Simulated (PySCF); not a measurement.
**C$_{5}$H$_{14}$BNSi$_{2}$ (SMILES CB(C)[SiH2]C[SiH2]CC#N): density, localisation and related maps**

```yaml
atoms:
  - { symbol: C, position_ang: [-2.7164, -0.7204, -0.6815] }
  - { symbol: B, position_ang: [-1.7111, 0.0776, 0.2313] }
  - { symbol: C, position_ang: [-1.6389, 1.6427, 0.0727] }
  - { symbol: Si, position_ang: [-0.5514, -0.8682, 1.5067] }
  - { symbol: C, position_ang: [0.8761, -1.7369, 0.5468] }
  - { symbol: Si, position_ang: [1.7200, -0.6948, -0.7857] }
  - { symbol: C, position_ang: [2.3912, 0.8915, 0.0675] }
  - { symbol: C, position_ang: [2.8045, 1.8433, -0.9075] }
  - { symbol: N, position_ang: [3.1158, 2.5916, -1.7166] }
  - { symbol: H, position_ang: [-2.3881, -1.7285, -0.9298] }
  - { symbol: H, position_ang: [-3.6502, -0.8380, -0.1264] }
  - { symbol: H, position_ang: [-2.9770, -0.2109, -1.6080] }
  - { symbol: H, position_ang: [-0.8245, 1.8723, -0.6193] }
  - { symbol: H, position_ang: [-2.5333, 2.0909, -0.3579] }
  - { symbol: H, position_ang: [-1.4057, 2.1728, 0.9950] }
  - { symbol: H, position_ang: [0.1150, -0.0207, 2.5224] }
  - { symbol: H, position_ang: [-1.1860, -1.9326, 2.3118] }
  - { symbol: H, position_ang: [1.6147, -2.0943, 1.2631] }
  - { symbol: H, position_ang: [0.4706, -2.6267, 0.0677] }
  - { symbol: H, position_ang: [0.7574, -0.2908, -1.8188] }
  - { symbol: H, position_ang: [2.8520, -1.3818, -1.4208] }
  - { symbol: H, position_ang: [3.2416, 0.6469, 0.7048] }
  - { symbol: H, position_ang: [1.6191, 1.3419, 0.6925] }
```

Geometry: GFN2-xTB.

These are results of PySCF 2.14.0, PBE0/pcSseg-1, SCF density, gas phase, non-relativistic, not measurements.

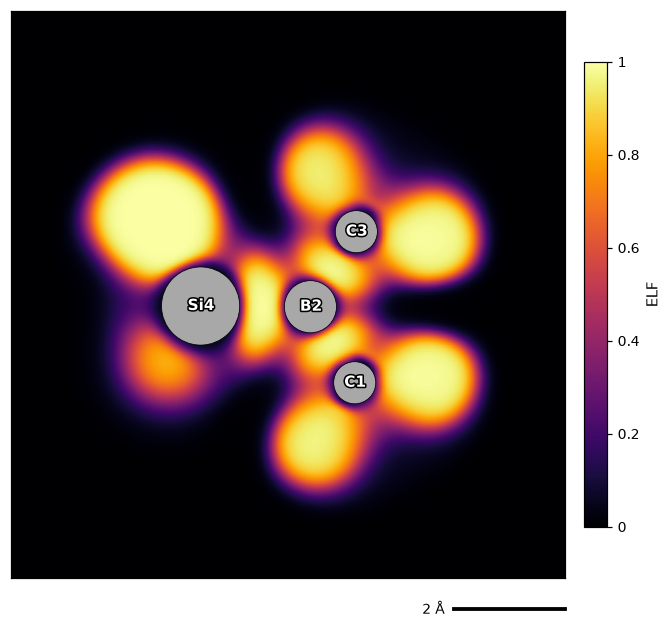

Figure 1. Electron localisation function on the plane of atoms C1, B2 and C3. Grey discs cover the atomic cores.

### What does the map show?

- Atoms in the plane: C, B and Si.
- C–B (1.57 Å): the ELF peaks at about 1 between the atoms, as expected for localised, covalent bonding.
- Si–B (1.97 Å): the ELF peaks at about 1 between the atoms (a shared electron pair).

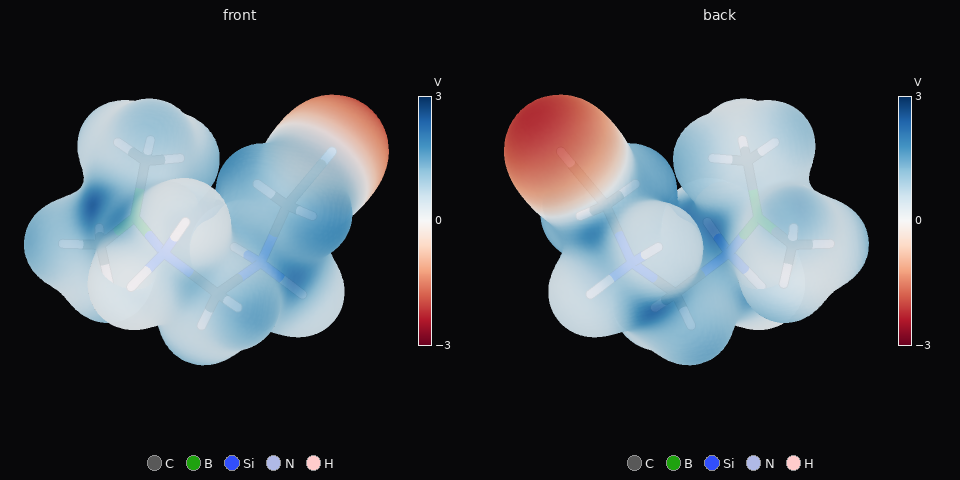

Figure 2. The molecular electrostatic potential painted on the density surface at 0.004 e/bohr³, seen from the front and from behind; the colour scale runs from red (negative) to blue (positive).

### Where is the surface potential most negative and most positive?

The most negative region (about −2.2 V) lies over N9, the most positive (about +2.2 V) over B2, Si4 and Si6. N9 is the likeliest acceptor of a hydrogen bond.
